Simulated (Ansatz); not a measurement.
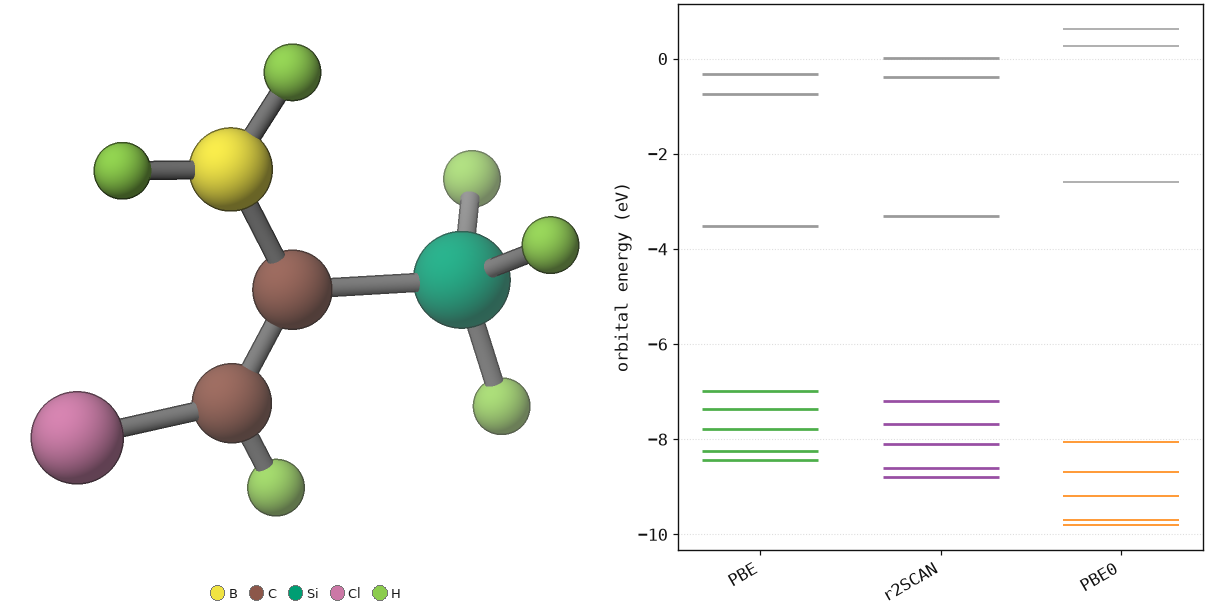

Frontier orbital energies of C₂H₆BClSi, SMILES B/C([SiH3])=C\Cl at one geometry, def2-TZVPP, the Ansatz code 0.2.0, at a PBE0-D4/def2-TZVP geometry (no frequency check). Empty levels are grey, levels within 0.1 eV stand side by side; all columns show the same few orbitals around the gap.

Compare the HOMO-LUMO separations.

Answer. The separation grows from 3.47 eV (PBE) to 5.47 eV (PBE0).

| level | HOMO (eV) | LUMO (eV) | separation (eV) |
| --- | --- | --- | --- |
| PBE | −6.98 | −3.51 | 3.47 |
| r2SCAN | −7.20 | −3.30 | 3.90 |
| PBE0 | −8.05 | −2.58 | 5.47 |

Caveats, for all or some of the runs: empty levels above zero depend strongly on the basis.
